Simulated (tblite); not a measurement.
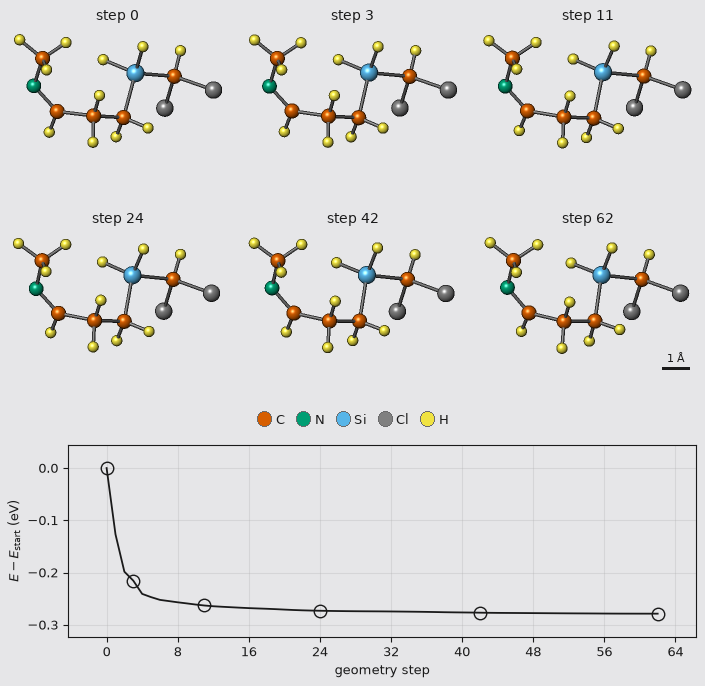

Frames of a relaxation of C$_{5}$H$_{11}$Cl$_{2}$NSi, marked on the history of the run. A ball-and-stick model, seen at a tilt.

These are results of GFN2-xTB geometry optimisation, gas phase in tblite, not measurements. 

**Describe the path.**

The energy falls by 0.279 eV in 62 geometry steps. The largest move after the best rigid fit is that of an H atom, 0.19 Å. By element the largest moves are H 0.19 Å, Si 0.17 Å, N 0.15 Å, Cl 0.13 Å, C 0.10 Å. Some distances before and after: C–Si 1.849 → 1.926 Å, C–N 1.308 → 1.255 Å, H–Si 1.493 → 1.467 Å, C–Cl 1.788 → 1.774 Å. Bond angles that change, for instance: C–Si–C 113.3° → 106.5°, H–Si–H 106.4° → 112.1°, C–Si–H 108.5° → 114.0°. From step 0 to 3: the Si atom moves most (0.06 Å), energy −0.215 eV. From step 3 to 11: an H atom moves most (0.06 Å), energy −0.048 eV. From step 11 to 24: H atoms move most (0.06 Å), energy −0.010 eV. From step 24 to 42: an H atom moves most (0.06 Å), energy −0.004 eV. From step 42 to 62: H atoms move most (0.07 Å), energy −0.002 eV.

```csv
step,"E − E(0), eV"
0,0.0000
1,-0.1269
2,-0.1983
3,-0.2154
4,-0.2408
5,-0.2470
6,-0.2522
7,-0.2545
8,-0.2569
9,-0.2589
10,-0.2611
13,-0.2654
15,-0.2672
18,-0.2693
21,-0.2716
24,-0.2731
26,-0.2736
29,-0.2741
32,-0.2744
35,-0.2750
37,-0.2755
40,-0.2763
43,-0.2770
46,-0.2773
48,-0.2776
51,-0.2779
54,-0.2782
57,-0.2785
59,-0.2786
62,-0.2786
```
